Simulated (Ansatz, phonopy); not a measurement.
# CeO2 (Fm-3m): a volume series of phonon spectra, part 2 of 2

Which modes of CeO2 drive its thermal expansion?

Ansatz 0.2.0; DFT PBE, scalar-relativistic, plane waves, PAW.

So far. Step 10 (A cell at another volume, V/V0 1.03): The run ends at a pressure of -4.81 GPa. Step 11 (Phonons, V/V0 1.03): No mode is imaginary beyond numerical noise at the solved wavevectors. The highest zone-centre mode (no LO–TO term) moved by -4.5 % for a volume change of +3.0 %.

## (12) Single point at a scaled cell, V/V0 0.97

Contents of input.yaml:

```yaml
crystal:
  lattice:
    - [0.0, 2.7045256389, 2.7045256389]
    - [2.7045256389, 0.0, 2.7045256389]
    - [2.7045256389, 2.7045256389, 0.0]
  atoms:
    - { symbol: Ce, position: [0.0, 0.0, 0.0] }
    - { symbol: O, position: [0.25, 0.25, 0.25] }
    - { symbol: O, position: [0.75, 0.75, 0.75] }
kpoints:
  mp_grid: { grid: [12, 12, 12] }
hamiltonian:
  xc: pbe
scf:
  occupations: { method: fixed }
output:
  forces: true
  stress: true
  eigenvalues: true
```

The run is started by

```
> ansatz run input.yaml --threads 4 --pin off --max-ram 8192MiB --backend cpu --events-out ev --progress --plain --runs-dir out
```

It took 0.82 s on 4 threads of Arm Neoverse V2, shared host; peak memory 0.42 GiB.

The run ends at a pressure of 5.67 GPa.

## (13) Lattice dynamics at this volume, V/V0 0.97

input.yaml, the sections that differ from step 12:

```yaml
output:
  eigenvalues: true
phonons:
  method: dfpt
  dielectric: true
  rigid_motions: translations
  qmesh: [4, 4, 4]
  temperatures: { t_max: 1000, t_step: 50 }
  qpath:
    path:
      - [[0.0, 0.0, 0.0], [0.5, 0.0, 0.5], [0.625, 0.25, 0.625]]
      - [[0.375, 0.375, 0.75], [0.0, 0.0, 0.0], [0.5, 0.5, 0.5], [0.5, 0.25, 0.75], [0.5, 0.0, 0.5]]
    npoints: 10
# crystal, kpoints, hamiltonian, scf: as in step 12
```

The job ended after 5.5 min (4 threads; peak memory 3 GiB; 21 min of CPU time).

LO-TO term included. Phonon branches along the path, in cm⁻¹:

| point | branch 1 | branch 2 | branch 3 | branch 4 | branch 5 | branch 6 | branch 7 | branch 8 | branch 9 |
| --- | --- | --- | --- | --- | --- | --- | --- | --- | --- |
| Γ | 0 | 0 | 0 | 278 | 278 | 437 | 437 | 437 | 532 |
| X | 134 | 134 | 176 | 230 | 230 | 258 | 443 | 443 | 577 |
| U | 129 | 170 | 190 | 216 | 274 | 279 | 422 | 448 | 563 |
| jump to K | 129 | 170 | 190 | 216 | 274 | 279 | 422 | 448 | 563 |
| Γ | 0 | 0 | 0 | 278 | 278 | 437 | 437 | 437 | 532 |
| L | 116 | 116 | 212 | 343 | 343 | 373 | 373 | 402 | 509 |
| W | 135 | 197 | 197 | 200 | 208 | 362 | 362 | 468 | 561 |
| X | 134 | 134 | 176 | 230 | 230 | 258 | 443 | 443 | 577 |

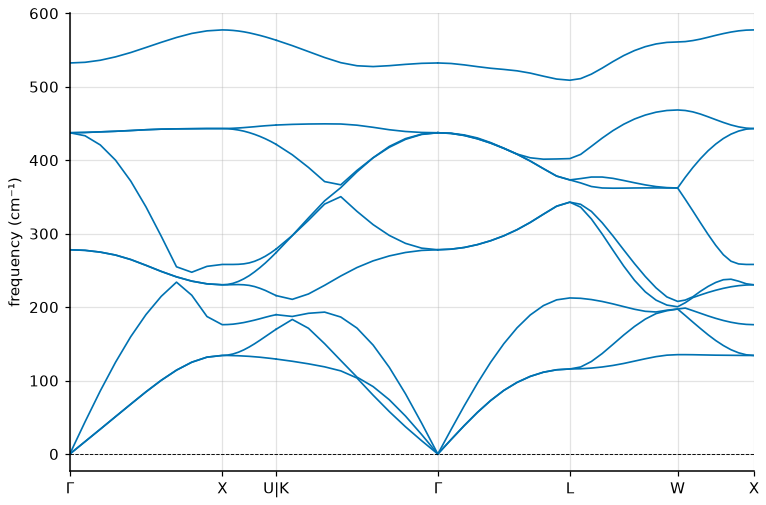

Phonon branches along the path.

No mode is imaginary beyond numerical noise at the solved wavevectors. The highest zone-centre mode (no LO–TO term) moved by +4.7 % for a volume change of -3.0 %.

## (14) Single point at a scaled cell, V/V0 1.05

The cell differs from the one that the last finished run ended in (a 3.825 → 3.927 Å, b 3.825 → 3.927 Å, c 3.825 → 3.927 Å).

input.yaml, the sections that differ from step 13:

```yaml
crystal:
  lattice:
    - [0.0, 2.7769216377, 2.7769216377]
    - [2.7769216377, 0.0, 2.7769216377]
    - [2.7769216377, 2.7769216377, 0.0]
  atoms:
    - { symbol: Ce, position: [0.0, 0.0, 0.0] }
    - { symbol: O, position: [0.25, 0.25, 0.25] }
    - { symbol: O, position: [0.75, 0.75, 0.75] }
output:
  forces: true
  stress: true
  eigenvalues: true
# kpoints, hamiltonian, scf: as in step 13
# phonons: removed
```

The job ended after 0.79 s (4 threads; peak memory 0.42 GiB; 2.6 s of CPU time).

The run ends at a pressure of -7.60 GPa.

## (15) Lattice dynamics at this volume, V/V0 1.05

input.yaml, the sections that differ from step 14:

```yaml
output:
  eigenvalues: true
phonons:
  method: dfpt
  dielectric: true
  rigid_motions: translations
  qmesh: [4, 4, 4]
  temperatures: { t_max: 1000, t_step: 50 }
  qpath:
    path:
      - [[0.0, 0.0, 0.0], [0.5, 0.0, 0.5], [0.625, 0.25, 0.625]]
      - [[0.375, 0.375, 0.75], [0.0, 0.0, 0.0], [0.5, 0.5, 0.5], [0.5, 0.25, 0.75], [0.5, 0.0, 0.5]]
    npoints: 10
# crystal, kpoints, hamiltonian, scf: as in step 14
```

The job ended after 6.6 min (4 threads; peak memory 3.2 GiB).

No mode is imaginary beyond numerical noise at the solved wavevectors. The highest zone-centre mode (no LO–TO term) moved by -7.4 % for a volume change of +5.0 %.

## (16) How the modes move with volume

This step: DFT PBE, scalar-relativistic, plane waves, PAW (phonopy 4.10.0).

Numbers from this step:

* share of modes with a negative Grüneisen parameter: 0

Mean Grüneisen, by row:

| T (K) | heat-capacity-weighted mean | root mean square |
| --- | --- | --- |
| 50 | 2.677 | 2.777 |
| 100 | 2.7 | 2.816 |
| 200 | 2.475 | 2.621 |
| 300 | 2.385 | 2.54 |
| 500 | 2.329 | 2.488 |
| 800 | 2.308 | 2.468 |

Mean mode Grueneisen parameter against wavenumber:

| wavenumber (cm⁻¹) | mean mode Grueneisen parameter |
| --- | --- |
| 9 | - |
| 65 | 2.12 |
| 121 | 2.83 |
| 195 | 3.37 |
| 250 | 2.72 |
| 306 | 2.1 |
| 362 | 1.72 |
| 436 | 1.33 |
| 492 | 1.38 |
| 547 | 1.25 |

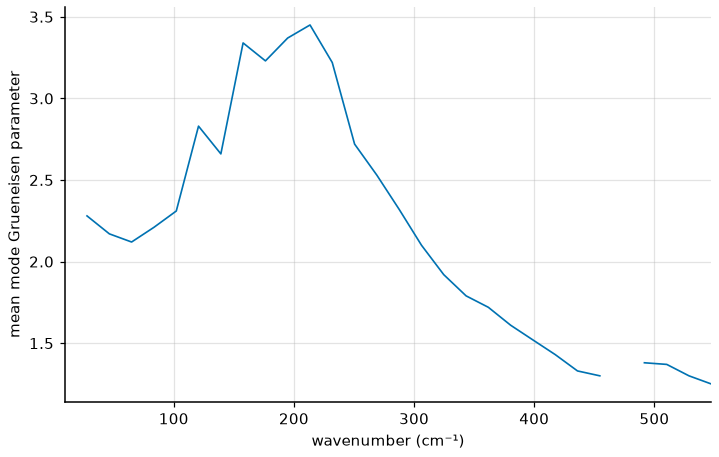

Mean mode Grueneisen parameter, plotted against wavenumber.

Volume series, by row:

| V/V0 | V (Å³/atom) | pressure (GPa) | E - E0 (meV/atom) | gap (eV) | zero-point energy (meV/atom) | lowest on the path (cm⁻¹) | highest at Gamma without the LO-TO term (cm⁻¹) |
| --- | --- | --- | --- | --- | --- | --- | --- |
| 0.97 | 13.19 | 5.672 | 7.003 | 1.989 | 55.91 | 0 | 437.4 |
| 0.985 | 13.39 | 2.72 | 1.708 | 1.944 | 54.3 | 0 | 427.4 |
| 1 | 13.6 | 0 | 0 | 1.899 | 52.71 | 0 | 417.7 |
| 1.015 | 13.8 | -2.503 | 1.608 | 1.855 | 51.13 | 0 | 408.2 |
| 1.03 | 14 | -4.81 | 6.279 | 1.813 | 49.57 | 0 | 398.9 |
| 1.05 | 14.28 | -7.605 | 16.87 | 1.757 | 47.49 | 0 | 386.9 |

Table of optical frequency at Gamma without the LO-TO term by V/V0:

| V/V0 | mode 4 (cm⁻¹) | mode 7 (cm⁻¹) |
| --- | --- | --- |
| 0.9700 | 278 | 437 |
| 0.9850 | 266 | 427 |
| 1.0000 | 254 | 418 |
| 1.0150 | 242 | 408 |
| 1.0300 | 230 | 399 |
| 1.0500 | 215 | 387 |

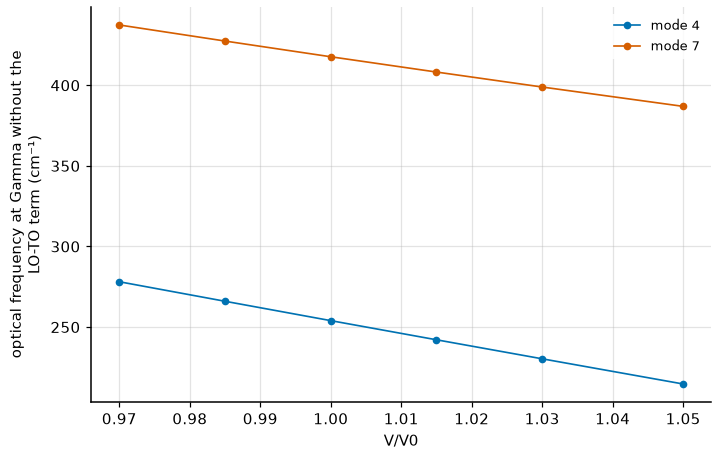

Optical frequency at Gamma without the LO-TO term against V/V0.

Grüneisen at points, by row:

| point | branch | frequency (cm⁻¹) | mode Grüneisen parameter |
| --- | --- | --- | --- |
| Γ | 4 | 254 | 3.14 |
| Γ | 6 | 417.7 | 1.54 |
| Γ | 9 | 509.4 | 1.47 |
| X | 1 | 122.7 | 3.31 |
| X | 3 | 147.6 | 6.65 |
| X | 4 | 205.9 | 3.96 |
| X | 6 | 247.1 | 1.44 |
| X | 7 | 424.4 | 1.42 |
| X | 9 | 556.7 | 1.21 |
| U | 1 | 119 | 3.04 |
| U | 2 | 157 | 2.82 |
| U | 3 | 163.6 | 5.48 |
| U | 4 | 195.7 | 3.52 |
| U | 5 | 252.1 | 2.9 |
| U | 6 | 264.2 | 1.73 |
| U | 7 | 402.5 | 1.52 |
| U | 8 | 430.2 | 1.32 |
| U | 9 | 542.5 | 1.25 |
| K | 1 | 119 | 3.04 |
| K | 2 | 157 | 2.82 |
| K | 3 | 163.6 | 5.48 |
| K | 4 | 195.7 | 3.52 |
| K | 5 | 252.1 | 2.9 |
| K | 6 | 264.2 | 1.73 |
| K | 7 | 402.5 | 1.52 |
| K | 8 | 430.2 | 1.32 |
| K | 9 | 542.5 | 1.25 |
| L | 1 | 109.4 | 2.13 |
| L | 3 | 194.3 | 3.16 |
| L | 4 | 321.7 | 2.12 |
| L | 6 | 353.6 | 1.81 |
| L | 8 | 387.2 | 1.24 |
| L | 9 | 488.1 | 1.39 |
| W | 1 | 123.3 | 3.39 |
| W | 2 | 173.6 | 5.25 |
| W | 3 | 182.5 | 4.65 |
| W | 4 | 184.4 | 2.42 |
| W | 6 | 344.1 | 1.68 |
| W | 8 | 450.3 | 1.29 |
| W | 9 | 540 | 1.27 |

## (17) Free-energy fit

This step gave:

```yaml
volume_expansion_coefficient_at_300_k: 41.69 1e-6/K
isothermal_bulk_modulus_at_300_k: 155.8 GPa
c_p_at_300_k: 21.85 J/mol-atom/K
grueneisen_parameter_at_300_k: 2.549
```

Energy (each curve on its own zero) against volume; values in meV/atom:

| volume (Å³/atom) | static | F at 0 K | F at 300 K | F at 1300 K |
| --- | --- | --- | --- | --- |
| 13.188 | 7 | 11.1 | 14.8 | 36.9 |
| 13.392 | 1.71 | 4.16 | 6.59 | 20.6 |
| 13.596 | 0 | 0.86 | 1.9 | 7.5 |
| 13.800 | 1.61 | 0.89 | 0.42 | -2.8 |
| 14.004 | 6.28 | 3.99 | 1.86 | -10.7 |
| 14.276 | 16.9 | 12.5 | 7.91 | -18.0 |

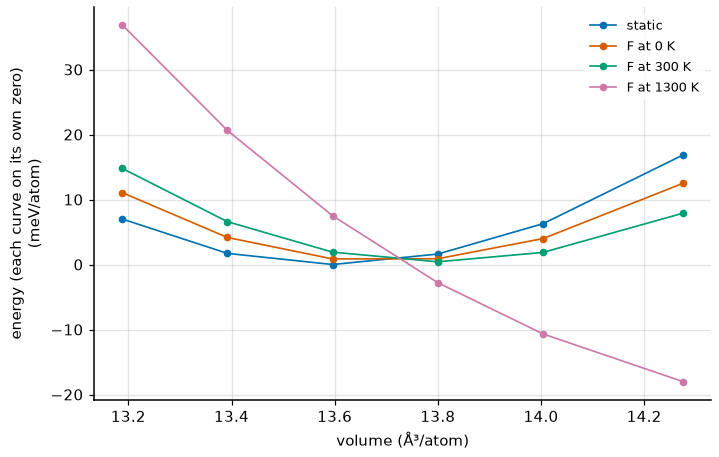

Energy (each curve on its own zero), plotted against volume.

Phonopy-qha, vinet fit of F(V) at each temperature; no electronic free energy. Qha vinet, by row:

| T (K) | fitted volume (Å³/atom) | alpha_V (1e-6/K) | B_T (GPa) | C_P (J/mol-atom/K) | Grueneisen |
| --- | --- | --- | --- | --- | --- |
| 100 | 13.71 | 19.9 | 166.9 | 9.787 | 2.801 |
| 150 | 13.72 | 28.77 | 164.4 | 14.75 | 2.678 |
| 200 | 13.75 | 34.55 | 161.7 | 18.11 | 2.6 |
| 250 | 13.77 | 38.59 | 158.8 | 20.33 | 2.562 |
| 300 | 13.8 | 41.69 | 155.8 | 21.85 | 2.549 |
| 350 | 13.83 | 44.29 | 152.6 | 22.95 | 2.55 |
| 400 | 13.86 | 46.66 | 149.2 | 23.79 | 2.56 |
| 450 | 13.89 | 48.92 | 145.8 | 24.46 | 2.578 |
| 500 | 13.93 | 51.2 | 142.2 | 25.05 | 2.6 |
| 550 | 13.96 | 53.55 | 138.4 | 25.57 | 2.627 |
| 600 | 14 | 56.04 | 134.6 | 26.07 | 2.657 |
| 650 | 14.04 | 58.71 | 130.5 | 26.56 | 2.692 |
| 700 | 14.08 | 61.63 | 126.4 | 27.05 | 2.729 |
| 750 | 14.13 | 64.84 | 122 | 27.58 | 2.771 |

Table of volume expansion coefficient, phonopy-qha, Vinet by temperature:

| temperature (K) | volume expansion coefficient, phonopy-qha, Vinet (1e-6/K) |
| --- | --- |
| 75 | 13.8 |
| 125 | 24.8 |
| 150 | 28.8 |
| 200 | 34.5 |
| 225 | 36.7 |
| 275 | 40.2 |
| 325 | 43.0 |
| 350 | 44.3 |
| 400 | 46.7 |
| 425 | 47.8 |
| 475 | 50.1 |
| 500 | 51.2 |
| 550 | 53.5 |
| 600 | 56.0 |
| 625 | 57.4 |
| 675 | 60.1 |
| 700 | 61.6 |
| 750 | 64.8 |

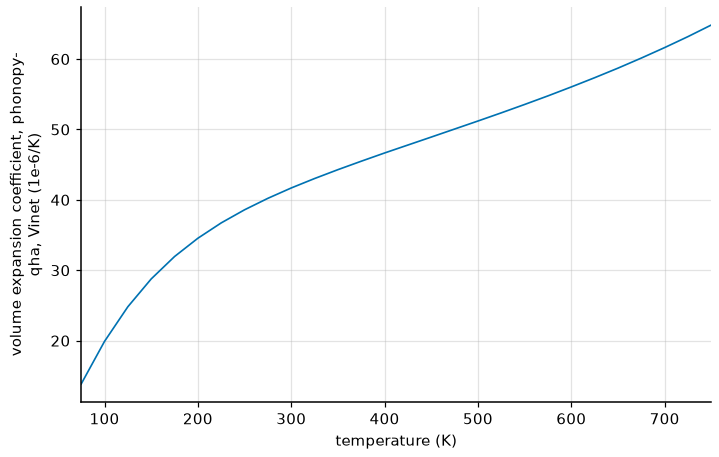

Volume expansion coefficient, phonopy-qha, Vinet, plotted against temperature.

The fit gives a volume expansion of 41.7 × 10⁻⁶/K at 300 K.

## (18) What came out

```yaml
volume_expansion_coefficient_at_300_k: 41.69 1e-6/K
isothermal_bulk_modulus_at_300_k: 155.8 GPa
c_p_at_300_k: 21.85 J/mol-atom/K
grueneisen_parameter_at_300_k: 2.549
mean_mode_grueneisen_parameter_at_300_k: 2.38
```

In words: Near room temperature CeO2 expands by 41.7 × 10⁻⁶/K in volume by PBE, with C_P = 21.9 J/(mol K) per mole of atoms and B_T = 156 GPa. The table stops at 750 K because beyond it the fitted volume comes within 1 % of the largest computed cell, where the fit loses its support. C_P at room temperature is 88 % of the classical 3R an atom, so the stiffest modes are still partly frozen out. The heat-capacity-weighted Grüneisen parameter goes from 2.68 at 50 K to 2.31 at 800 K. Weighting γ by the density of states and each mode's heat capacity at 300 K, modes below 190 cm⁻¹ give about 43 % of the sum of γC that drives the expansion, those up to 370 cm⁻¹ 42 % and the rest 15 %. Among the labelled points γ is largest for branch 3 at X (148 cm⁻¹, 6.7) and smallest for branch 9 at X (557 cm⁻¹, 1.2). The interpolation has no quadrupole term, so branches near the zone centre are less sure, since this crystal has sites that are not centres of inversion.

Comparison with the measured values:

| quantity | measured | PBE |
| --- | --- | --- |
| lattice constant a (Å) | 5.41168 | 5.464 (+1.0 %) |

Measured values from pmc:5294393 (2017).

Verdict: The lattice constant a is off by +1.0 %: fair agreement. The grades are ours: good and fair within 0.7 and 1.5 % for the lattice constant a. For lattice constants the calculation has a static lattice, without zero-point motion or thermal expansion. As a rule both would widen the computed cell, so the excess over experiment is if anything larger than shown.

[Logs are printed without paths, hosts, clocks, repeated set-up lines and the standing remarks that a program may print on its own settings, such as how far it seeks lower states.]

[Hosts, paths, dates, database ids (printed as entryN), source tags and the programs' standing remarks are cut or masked in the printed files.]

[A step with changed settings may run another functional than the one named; its input shows which.]

[Of the runs on displaced cells, only some may be shown.]
